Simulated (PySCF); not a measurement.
**GeH$_{4}$, SMILES `[GeH4]`: what the electrons do**

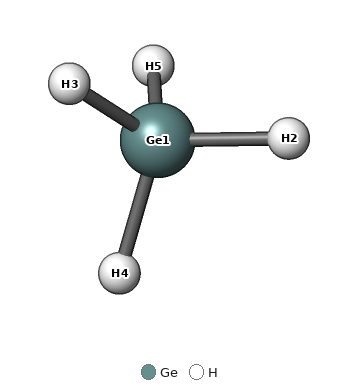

The molecule, with its atoms numbered as below. No frequency check shows the geometry to be a minimum.

Coordinates in Å:

```
Ge1      0.0000    0.0000    0.0000
H2       1.1979   -0.1755    0.8557
H3      -1.1979    0.1755    0.8557
H4      -0.1756   -1.1976   -0.8560
H5       0.1756    1.1977   -0.8560
```

## 1. Bonding charge

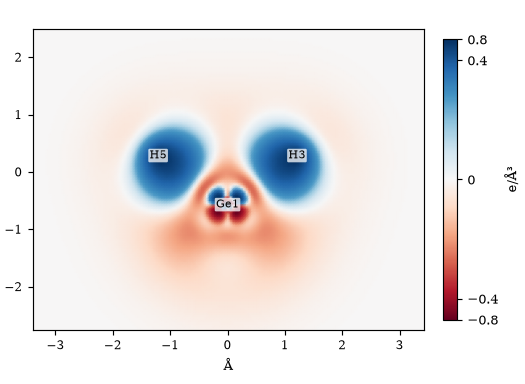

Deformation density (molecule less spherical, spin-averaged free atoms) in the plane of Ge1, H3 and H5; colour scale in e/Å³, logarithmic beyond ±0.1; blue: gain, red: loss.

Level of theory: ωB97X/def2-SVP (PySCF), at a geometry from GFN2-xTB.

How much density has each bond in this plane gained at its critical point, relative to the free atoms?

Answer. Ge1–H3 and Ge1–H5: +0.27 e/Å³ at the bond critical point (bond length 1.48 Å, Mayer order 1.0). In all, 1.1 electrons gather in the regions of gain relative to the promolecule.

## 2. Local ionisation energy

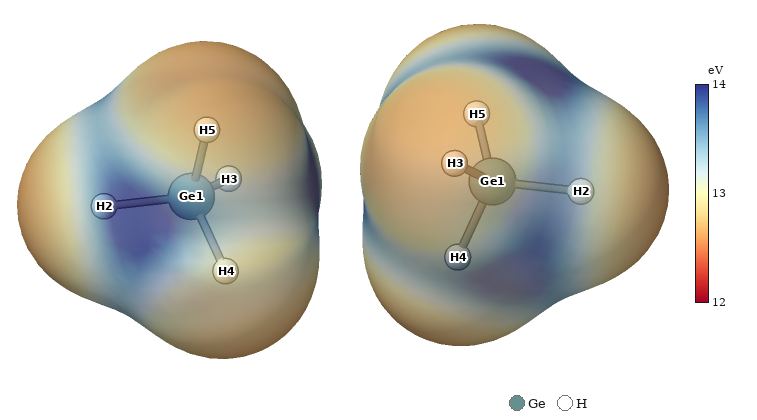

Average local ionisation energy on the surface of electron density 0.001 a.u. (back view left, front view right).

Where are the most loosely bound electrons on this surface?

Answer. The lowest value is 12.6 eV, 1.5 Å from H4, and at like points elsewhere. For comparison, the highest occupied orbital lies at −12.2 eV.

What volume does the surface enclose, and what is the dipole moment?

Answer. About 63 Å³; the dipole moment is 0.0 D.

## 3. In an electric field

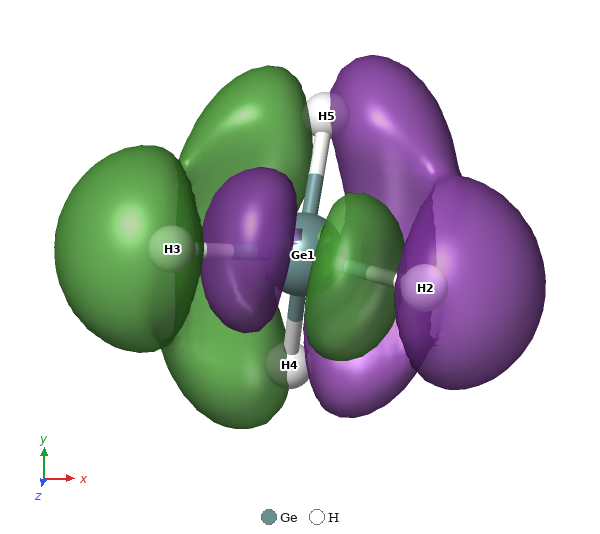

Change of the electron density in a uniform field of 0.51 V/Å, surfaces at ±0.003 e/Å³ (purple: gain, green: loss).

Method: B3LYP/cc-pVTZ; geometry: GFN2-xTB; program: PySCF. A basis without diffuse functions makes polarisabilities too small.

Along which Cartesian direction does the field point?

Answer. Along −x: electrons gather on the +x side, against the field.

What dipole is induced, and what polarisability does it imply?

Answer. The induced dipole is 0.78 D (along the field); α along this axis, from the fields in both directions, is 31 bohr³ (4.6 Å³).

Which atoms gain and lose the most charge?

Answer. Electrons gather most on H2 (Hirshfeld charge changes by −0.024 e) and leave H3 most (+0.024 e); 0.077 electrons are displaced in all.

## 4. Stretching a bond

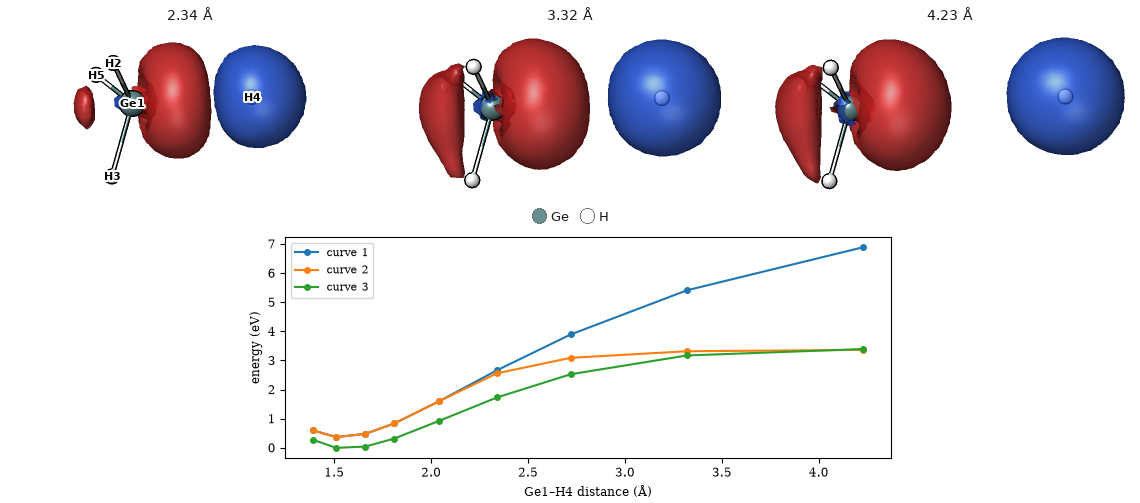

Rigid stretch of the Ge1–H4 bond. Broken-symmetry UHF spin density at ±0.03 e/Å³ (blue: α, red: β). Below: energies along the scan, from the lowest point of the three curves.

PySCF calculation, def2-TZVP basis, gas phase; geometry: GFN2-xTB.

How does the broken-symmetry solution share the spin, and how far is it from a pure singlet?

Answer. At 4.23 Å excess α spin lies mostly on H4 and excess β on Ge1; the two could be swapped at no cost. ⟨S²⟩ is 0.34 at 2.34 Å, 0.95 at 3.32 Å and 1.00 at 4.23 Å, against 0 for a pure singlet and 1 for an equal mix of singlet and triplet.

Which curve is which method?

Answer. Curve 1 is RHF. Curve 2 is UHF. Curve 3 is CASSCF(2,2). RHF rises too steeply because it keeps both electrons in one orbital and so mixes in ionic fragments.

Where does the UHF solution part from RHF?

Answer. Between 2.04 Å (⟨S²⟩ = 0, the two coincide) and 2.34 Å (⟨S²⟩ = 0.34); at 4.23 Å ⟨S²⟩ is 1.00 and UHF lies 3.5 eV below RHF.

How much energy does the stretch cost?

Answer. By CASSCF, 3.4 eV from the lowest point of the scan (1.51 Å) to 4.23 Å; RHF gives 6.5 eV from its own lowest point. The fragments aren't relaxed and dynamic correlation is missing, so this isn't a bond dissociation energy.

The PySCF runs shown took 2.2 s, 7 s and 34 s on 1 thread of Intel(R) Xeon(R) 6975P-C (Granite Rapids), on a shared host.
